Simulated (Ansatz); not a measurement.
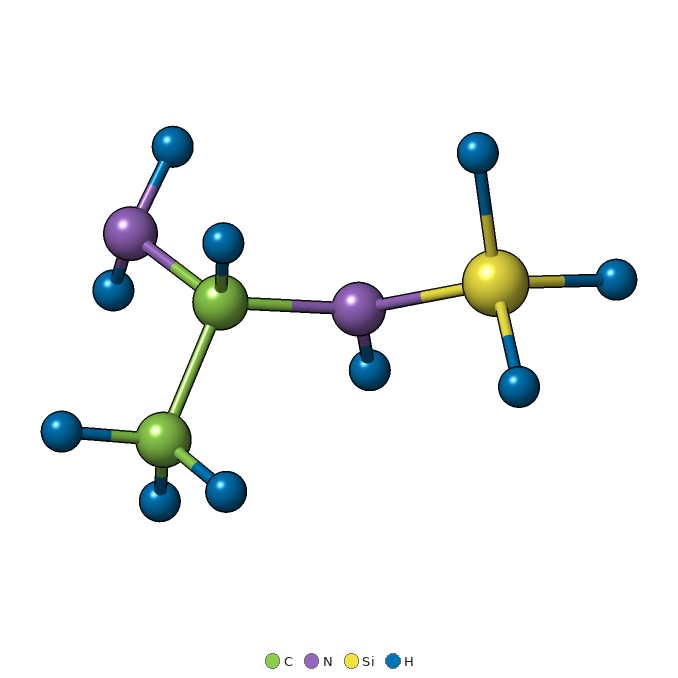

Figure made from data computed with Ansatz.

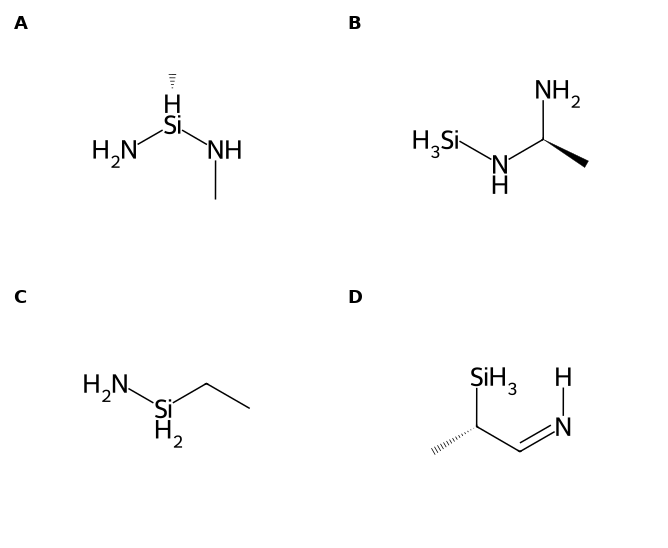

Which structural formula matches the 3D model?

Answer. B, `C[C@H](N)N[SiH3]`.
